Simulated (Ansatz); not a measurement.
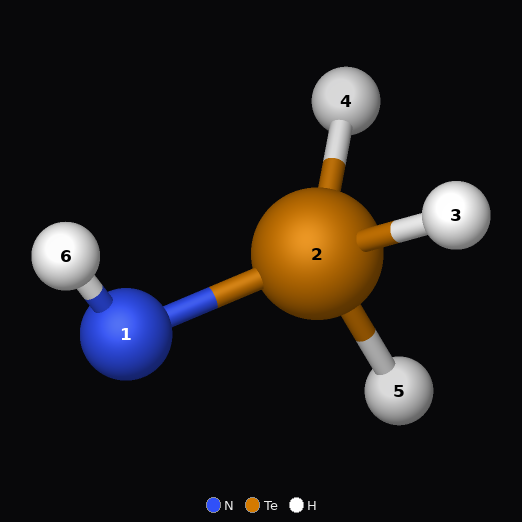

The atoms are numbered. The species has charge +1 and is a spin singlet. The geometry was computed by an optimisation with PBE0-D4/def2-TZVP. No frequency run is at hand to confirm it as a minimum.

What are the angles Te2–N1–H6, N1–Te2–H3, N1–Te2–H5, H3–Te2–H4, H3–Te2–H5?

| angle | degrees |
| --- | --- |
| Te2–N1–H6 | 109.5 |
| N1–Te2–H3 | 124.6 |
| N1–Te2–H5 | 103.7 |
| H3–Te2–H4 | 97.6 |
| H3–Te2–H5 | 100.9 |
